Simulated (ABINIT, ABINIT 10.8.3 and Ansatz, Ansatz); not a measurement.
# BaTiO3 (P4mm): Bethe-Salpeter spectra with ABINIT

Aim: the absorption spectrum of BaTiO3 (P4mm) with electron-hole interaction, and what each part of the kernel does.

Main program and level: ABINIT 10.8.3 and Ansatz 0.2.0; LDA and many-body steps on it, plane waves.

The database entry behind the starting cell differs from later determinations by our own check (c/a about 0.6 % short), so it need not match the best structure at ambient conditions.

## 1. The starting structure

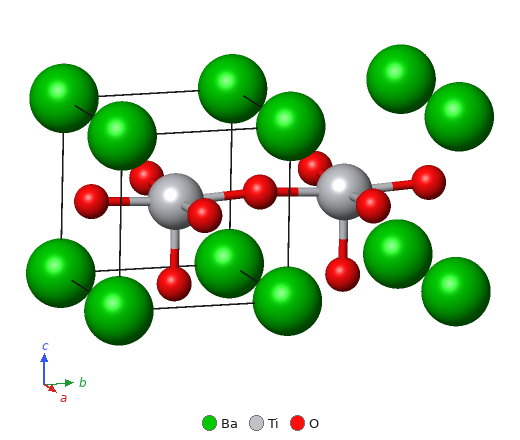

The starting structure, seen slightly off an axis (barium green, titanium light grey, oxygen red). 1×2×1 cells are drawn. Some periodic images of atoms are drawn too.

The cell and positions come from the Crystallography Open Database and are kept as given unless a step says otherwise. Spin-orbit coupling is left out unless a step names it.

## 2. Empty states on the mesh, 4×4×4 mesh, 83 bands

This step: ABINIT 10.8.3; DFT, LDA, plane waves, norm-conserving pseudopotentials.

The sums over transitions need many empty states on a uniform mesh; this step solves for them.

Input file run.abi:

```
acell 3*1.0 Angstrom
rprim 
  3.999800000000 0.000000000000 0.000000000000
  0.000000000000 3.999800000000 0.000000000000
  0.000000000000 0.000000000000 4.018000000000
ntypat 3
znucl 56 22 8
natom 5
typat 1 2 3 3 3
xred 
  0.000000000000 0.000000000000 0.000000000000
  0.500000000000 0.500000000000 0.490000000000
  0.500000000000 0.500000000000 0.019000000000
  0.500000000000 0.000000000000 0.517000000000
  0.000000000000 0.500000000000 0.517000000000
pp_dirpath "pseudos"
pseudos "Ba.upf, Ti.upf, O.upf"
ecut 38
ngkpt 4 4 4
nshiftk 1
shiftk 0 0 0
kptopt 1
chksymbreak 0
iscf -2
irdden 1
istwfk *1
nband 83
nbdbuf 6
tolwfr 1e-09
nstep 60
prtvol 0
indata_prefix "in"
outdata_prefix "out"
tmpdata_prefix "tmp"
```

Launch:

```console
$ OMP_NUM_THREADS=1 mpirun -n 8 abinit run.abi > log
```

Numbers of over 12 decimals in the logs are rounded to 6 here.

The log of the run:

```text
.Version 10.8.3 of ABINIT. v10.8.2 released Aug 2026.

 Symmetries : space group P4 m m (# 99); Bravais tP (primitive tetrag.)
[... echo of the input left out ...]
== DATASET  1 ==================================================================
-   mpi_nproc: 8, omp_nthreads: 1 (-1 if OMP is not activated)

--- !DatasetInfo
iteration_state: {dtset: 1, }
dimensions: {natom: 5, nkpt: 18, mband: 83, nsppol: 1, nspinor: 1, nspden: 1, mpw: 4929, }
cutoff_energies: {ecut:  38.0, pawecutdg:  -1.0, }
[...]
1.57320    1.60097    1.61759    1.61801    1.61801    1.74216    1.79804    1.80991
   1.80991    1.81298    1.82908    1.82908    1.84730    1.86008    1.86429    1.86429
   1.86929    1.90389    1.91417
 prteigrs : prtvol=0 or 1, do not print more k-points.

== END DATASET(S) ==============================================================
================================================================================

 -outvars: echo values of variables after computation  --------
            nband          83
             nkpt          18
          spgroup          99
 [... the other variables as echoed above ...]

 Calculation completed.
```

Elapsed: 82 s, on 8 MPI ranks of Arm Neoverse N1, shared host; peak memory 0.63 GiB.

This step gave:

```yaml
gap: 1.742 eV
k_of_the_valence_top: 0.5, 0.5, 0.5
k_of_the_conduction_bottom: 0, 0, 0
least_direct_gap: 2.023 eV
k_points_computed: 18
lowest_point_of_the_top_converged_band_above_the_valence_top: 43.28 eV
```

On this mesh the gap is 1.742 eV.

The density comes from a self-consistent run that is not shown.

## 3. Screening, 4×4×4 mesh, 77 bands, screening to 119.7 eV

The RPA dielectric matrix is built and inverted for each q.

This step: RPA screening on LDA, plane waves, norm-conserving pseudopotentials.

run.abi: that of step 2 with these lines changed.

```diff
@@ -23,10 +23,11 @@
 chksymbreak 0
-iscf -2
-irdden 1
 istwfk *1
-nband 83
-nbdbuf 6
-tolwfr 1e-09
-nstep 60
-prtvol 0
+occopt 1
+irdwfk 1
+optdriver 3
+nband 77
+ecuteps 4.4
+inclvkb 2
+awtr 1
+symchi 1
 indata_prefix "in"
```

The log of the run:

```text
.Version 10.8.3 of ABINIT. v10.8.2 released Aug 2026.

 Symmetries : space group P4 m m (# 99); Bravais tP (primitive tetrag.)
[... echo of the input left out ...]
== DATASET  1 ==================================================================
-   mpi_nproc: 8, omp_nthreads: 1 (-1 if OMP is not activated)

--- !DatasetInfo
iteration_state: {dtset: 1, }
dimensions: {natom: 5, nkpt: 18, mband: 77, nsppol: 1, nspinor: 1, nspden: 1, mpw: 4929, }
cutoff_energies: {ecut:  38.0, pawecutdg:  -1.0, }
[...]
--------------------------------------------------------------------------------
[... chi0 elements left out ...]
 For q-point:  0.000010 0.000020 0.000030
  dielectric constant =   6.3618
  dielectric constant without local fields =   6.9137

  Average fulfillment of the sum rule on Im[epsilon] for q-point    1 :     50.59  [%]
[... wings left out ...]
  q-point number  2        q = ( 0.250000, 0.000000, 0.000000) [r.l.u.]
--------------------------------------------------------------------------------
[... chi0 elements left out ...]
  Average fulfillment of the sum rule on Im[epsilon] for q-point    2 :     67.03  [%]

 [... 16 further q-points ...]
```

It took 2.1 min on 8 MPI ranks; peak memory 2.4 GiB; 17 min of CPU time.

This step gave:

```
ε∞ with local fields, on this mesh, along the program's q direction : 6.362
the same without local fields                                       : 6.914
plasma frequency                                                    : 29.29 eV
plane waves in the screening matrix                                 : 179
```

Local fields lower ε∞ by 8 %. On a Γ-centred mesh this coarse the value itself is usually too large, while a short band sum pulls it down.

## 4. Self-energy, 4×4×4 mesh, 77 bands, screening to 119.7 eV

The self-energy is evaluated for the states that the input lists, and the levels follow from it, in one-shot runs by the linearised quasiparticle equation.

This step: G0W0 on LDA, plane waves, norm-conserving pseudopotentials.

run.abi: that of step 3 with these lines changed.

```diff
@@ -26,8 +26,17 @@
 irdwfk 1
-optdriver 3
+optdriver 4
 nband 77
+gwcalctyp 0
+ecutsigx 38
+symsigma 1
+nkptgw 2
+kptgw 
+  0.5000000000 0.5000000000 0.5000000000
+  0.0000000000 0.0000000000 0.0000000000
+bdgw 
+  18 23
+  19 23
 ecuteps 4.4
-inclvkb 2
-awtr 1
-symchi 1
+irdscr 1
+ppmodel 1
 indata_prefix "in"
```

The log of the run:

```text
.Version 10.8.3 of ABINIT. v10.8.2 released Aug 2026.

 Symmetries : space group P4 m m (# 99); Bravais tP (primitive tetrag.)
[... echo of the input left out ...]
== DATASET  1 ==================================================================
-   mpi_nproc: 8, omp_nthreads: 1 (-1 if OMP is not activated)

--- !DatasetInfo
iteration_state: {dtset: 1, }
dimensions: {natom: 5, nkpt: 18, mband: 77, nsppol: 1, nspinor: 1, nspden: 1, mpw: 4929, }
cutoff_energies: {ecut:  38.0, pawecutdg:  -1.0, }
[...]
Band     E0 <VxcDFT>   SigX SigC(E0)      Z dSigC/dE  Sig(E)    E-E0       E
[...]
22   8.239 -18.944 -11.874  -4.794   0.779  -0.284 -17.172   1.772  10.011
       23   8.239 -18.944 -11.874  -4.794   0.779  -0.284 -17.172   1.772  10.011

== END DATASET(S) ==============================================================
================================================================================

 -outvars: echo values of variables after computation  --------
           etotal      0.0000000000E+00
            nband          77
             nkpt          18
          spgroup          99
 [... the other variables as echoed above ...]

 Calculation completed.
```

The job ended after 14 s (8 MPI ranks; peak memory 1.7 GiB; 1.9 min of CPU time).

This step gave:

| Property | Result |
| --- | --- |
| G0W0 gap on the points computed | 3.456 eV |
| starting gap on the mesh | 1.742 eV |
| k of the valence top | 0.5, 0.5, 0.5 |
| k of the conduction bottom | 0, 0, 0 |
| least direct G0W0 gap on the computed points | 3.728 eV |

The gap on the mesh goes from 1.74 eV to 3.46 eV, a correction of +1.71 eV.

The gap opens by 1.714 eV; the next steps shift the empty bands rigidly by 1.714 eV.

## 5. Excitons

Optical absorption needs the electron-hole interaction, solved here in a basis of vertical transitions on the mesh.

This step: Bethe-Salpeter equation on LDA with a scissors shift, plane waves, norm-conserving pseudopotentials.

run.abi: that of step 4 with these lines changed.

```diff
@@ -26,17 +26,17 @@
 irdwfk 1
-optdriver 4
-nband 77
-gwcalctyp 0
-ecutsigx 38
-symsigma 1
-nkptgw 2
-kptgw 
-  0.5000000000 0.5000000000 0.5000000000
-  0.0000000000 0.0000000000 0.0000000000
-bdgw 
-  18 23
-  19 23
-ecuteps 4.4
+optdriver 99
+bs_calctype 1
+mbpt_sciss 1.714 eV
+bs_loband 15
+nband 26
+bs_exchange_term 1
+bs_coulomb_term 11
+bs_coupling 0
+bs_algorithm 1
+bs_freq_mesh 0 10 0.1 eV
+zcut 0.15 eV
+ecuteps 4
+ecutwfn 19
+inclvkb 2
 irdscr 1
-ppmodel 1
 indata_prefix "in"
```

The log of the run:

```text
.Version 10.8.3 of ABINIT. v10.8.2 released Aug 2026.

 Symmetries : space group P4 m m (# 99); Bravais tP (primitive tetrag.)
[... echo of the input left out ...]
== DATASET  1 ==================================================================
-   mpi_nproc: 8, omp_nthreads: 1 (-1 if OMP is not activated)

--- !DatasetInfo
iteration_state: {dtset: 1, }
dimensions: {natom: 5, nkpt: 18, mband: 26, nsppol: 1, nspinor: 1, nspden: 1, mpw: 1743, }
cutoff_energies: {ecut:  19.0, pawecutdg:  -1.0, }
electrons: {nelect:   4.00000000E+01, charge:   0.00000000E+00, occopt:   1.00000000E+00, tsmear:   1.00000000E-02, }

 Exciton: Calculation of dielectric properties by solving the Bethe-Salpeter equation
 in frequency domain and reciprocal space on a transitions basis set.
 Based on a program developed by L. Reining, V. Olevano, F. Sottile,
 S. Albrecht, and G. Onida. Incorporated in ABINIT by M. Giantomassi.

.Using double precision arithmetic ; gwpc =  8

[... cell and pseudopotentials left out ...]
--------------------------------------------------------------------------------

 ==== K-mesh for the wavefunctions ====
 Number of points in the irreducible wedge :    18
[... list of points left out ...]
 Together with  8 symmetry operations and time-reversal symmetry
 yields    64 points in the full Brillouin Zone.

 ==== Q-mesh for the screening function ====
 Number of points in the irreducible wedge :    18
[... list of points left out ...]
 Together with  8 symmetry operations and time-reversal symmetry
 yields    64 points in the full Brillouin Zone.

 vcoul_init : cutoff-mode = AUXILIARY_FUNCTION
 q-points for optical limit:   1
     1)      0.000010    0.000020    0.000030
 setmesh: FFT mesh size selected  =    24x   24x   24
          total number of points  =        13824

 ==== Fundamental parameters for the solution of the Bethe-Salpeter equation: ====
 Algorithm: Direct diagonalization.
 Dimension of the v, W matrices,  npweps  = 171
 Cutoff for the wavefunctions,    npwwfn  = 1743
 Number of k-points in the IBZ,   nkibz   = 18
 Highest empty band included,     nband   = 26
 === Spin UP ===
 Number of resonant transitions          2304
 Lowest occupied state                   15
 Highest occupied state                  20
 Lowest unoccupied state                 21
 Highest unoccupied state                26
 Minimum frequency [eV]           Emin    =   0.00
 Maximum frequency [eV]           Emax    =  10.00
 Frequency step [eV]              dE      =   0.10
 Lorentzian broadening [eV]       eta     =   0.15
 RPA L0 with KS energies and KS wavefunctions
 Scissors operator energy [eV] =          1.71
 Local fields effects (v term) included
 Excitonic effects (W term) included
 Full W_GG' included
 W is read from an external SCR file
 Resonant-only calculation (Hermitian case)

 Calculating epsilon_Macro(q-->0,w), along the following directions:
 q = (  1.202977  0.000000  0.000000) [r.l.u.]
 q = (  0.000000  1.202977  0.000000) [r.l.u.]
 q = (  0.000000  0.000000  1.208451) [r.l.u.]
 q = (  1.202977  0.000000  0.000000) [r.l.u.]
 q = (  0.000000  1.202977  0.000000) [r.l.u.]
 q = (  0.000000  0.000000  1.208451) [r.l.u.]
 Number of electrons calculated from density =   39.9717; Expected =   40.0000
 average of density, n =  0.092145
 r_s =    1.3735
 omega_plasma =   29.2813 [eV]

. Writing resonant excitonic Hamiltonian on file out_BSR; file size=   0.04 [Gb].
 Direct diagonalization of the resonant excitonic Hamiltonian, Matrix size= 2304
. Using LAPACK sequential version.
 Excitonic eigenvalues in eV up to n=   32
   3.29677   3.29678   3.32837   3.52731   3.52732   3.52872   3.53431   3.53891
   3.54895   3.60299   3.60300   3.66333   3.66333   3.86106   3.86106   3.91836
   3.91840   3.92674   3.92674   3.94985   3.98675   4.02243   4.02244   4.17475
   4.24016   4.24026   4.27348   4.28725   4.28728   4.32269   4.34383   4.35882

 First excitonic eigenvalue=    3.30 [eV]
 Last  excitonic eigenvalue=   13.29 [eV]

 GW  direct gap       3.74  0.00 [eV]
 EXC direct gap       3.30  0.00 [eV]
 EXC binding energy   0.44  0.00 [eV]

 Excitonic eigenvalues up to the GW energy gap [eV]
  1 (  3.30  0.00)
  2 (  3.30  0.00)
  3 (  3.33  0.00)
  4 (  3.53  0.00)
  5 (  3.53  0.00)
  6 (  3.53  0.00)
[...]
11 (  3.60  0.00)
 12 (  3.66  0.00)
 13 (  3.66  0.00)

 Macroscopic dielectric function:
 omega [eV] <KS_RPA_nlf>  <GW_RPA_nlf>  <BSE>
   0.0000   4.8868   0.0000   3.7570   0.0000   4.1830   0.0000
   0.1000   4.8895   0.0082   3.7578   0.0024   4.1843   0.0039
   0.2000   4.8977   0.0166   3.7602   0.0048   4.1882   0.0079
   0.3000   4.9114   0.0251   3.7643   0.0073   4.1948   0.0119
   0.4000   4.9309   0.0340   3.7699   0.0098   4.2040   0.0160
   0.5000   4.9563   0.0434   3.7772   0.0123   4.2160   0.0201
   0.6000   4.9882   0.0534   3.7862   0.0149   4.2308   0.0245
   0.7000   5.0269   0.0643   3.7970   0.0175   4.2485   0.0290
   0.8000   5.0730   0.0763   3.8095   0.0202   4.2692   0.0336
   0.9000   5.1275   0.0897   3.8239   0.0231   4.2931   0.0386

 Writing KS-RPA macroscopic dielectric function without local fields to file: out_RPA_NLF_MDF
 Writing GW-RPA macroscopic dielectric function without local fields to file: out_GW_NLF_MDF
 Writing EXC Macroscopic dielectric function to file: out_EXC_MDF

== END DATASET(S) ==============================================================
================================================================================

 -outvars: echo values of variables after computation  --------
           etotal      0.0000000000E+00
            nband          26
             nkpt          18
          spgroup          99
 [... the other variables as echoed above ...]

 Calculation completed.
```

Run time: 3.7 min. Hardware: 8 MPI ranks; peak memory 1.1 GiB; 29 min of CPU time.

This step gave:

- direct gap of the transition levels: 3.737 eV
- transitions in the window: 2304
- first strong exciton (over a fiftieth of the strongest listed): 3.297 eV
- lowest state: 3.297 eV
- binding of the lowest state below the direct gap: 0.4401 eV
- Coulomb term of one mesh cell: 0.4012 eV

The binding is 1.1 times the screened Coulomb term of one mesh cell (0.40 eV), so it is not shown settled.

The lowest state lies at 3.297 eV, 0.440 eV under the direct gap.

Lines within 3 meV are set at the lowest of them, and the highest group, which the list may cut short, is left out; lines within 3 meV are set at the lowest of them, and the highest group, which the list may cut short, is left out. Exciton lines, with heights relative to the strongest:

| position (eV) | lines merged | oscillator strength, relative |
| --- | --- | --- |
| 3.297 | 2 | 100 |
| 3.328 | 1 | 0.0 |
| 3.527 | 3 | 45 |
| 3.534 | 1 | 0.0 |
| 3.539 | 1 | 0.0 |
| 3.549 | 1 | 20 |
| 3.603 | 2 | 95 |
| 3.663 | 2 | 0.2 |

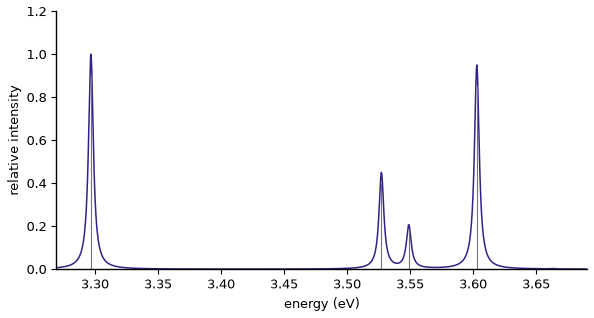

The exciton spectrum, broadened with Lorentzians of width 0.0046 eV; bars mark the lines.

The ε₂ has structure finer than the step of the table below, so its rows give means over 0.5 eV, whole bins alone (the curve runs from 0 to 10 eV). Peaks (eV: height): BSE 4.90: 10.3, 6.90: 5.49; no electron-hole interaction 6.00: 9.22, 7.40: 5.39, 9.40: 2.96; Kohn-Sham, no shift 4.20: 9.26, 5.70: 5.32, 7.60: 2.94.

Mean over the three Cartesian directions of q; broadening 0.15 eV; transition window only. Limits: finite bands, cutoff and mesh; no spin-orbit coupling; coarse k mesh; exciton not shown settled in the k mesh. Table of ε₂ by photon energy; means over each step:

```
photon energy (eV)     BSE  no electron-hole interaction  Kohn-Sham, no shift
               0.5  0.0203                        0.0123               0.0442
               1.0  0.0442                        0.0262                0.108
               1.5  0.0776                        0.0434                0.273
               2.0   0.134                        0.0680                 1.27
               2.5   0.268                         0.109                 2.66
               3.0    1.07                         0.200                 2.94
               3.5    3.40                         0.680                 4.64
               4.0    3.78                          2.23                 8.60
               4.5    5.78                          2.80                 6.86
               5.0    8.45                          3.46                 3.61
               5.5    5.70                          7.31                 3.83
               6.0    4.01                          8.41                 4.19
               6.5    2.75                          4.72                 2.84
               7.0    3.98                          2.95                 2.22
               7.5    2.54                          4.58                 2.59
               8.0    2.20                          3.32                 2.23
               8.5    1.89                          2.57                 1.64
               9.0    2.33                          2.28                 1.42
               9.5    1.56                          2.66                0.749
```

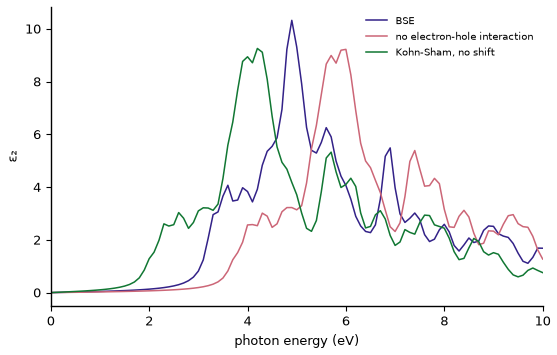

ε₂, plotted against photon energy.

(Continued in part 2 of 3.)

[Paths, hosts, dates, memory and timing lines, banners, echoed tables and standing remarks are left out of the program output.]

[Logs are printed without paths, hosts, clocks, repeated set-up lines and the standing remarks that a program may print on its own settings, such as how far it seeks lower states.]

[Runs of the session that timed out or met a known fault of the program may be left out.]

[Hosts, paths, dates, database ids (printed as entryN), source tags and the programs' standing remarks are cut or masked in the printed files.]

[G0W0 gaps are taken among the corrected bands and points alone; a level outside them can change the order at an edge.]

[Where Ansatz stands beside ABINIT at settings called matched, ABINIT's density can come from a denser mesh and the files from another edition; pairs whose starting gaps differed by over 0.03 eV were left out, so agreement reads better than it is.]
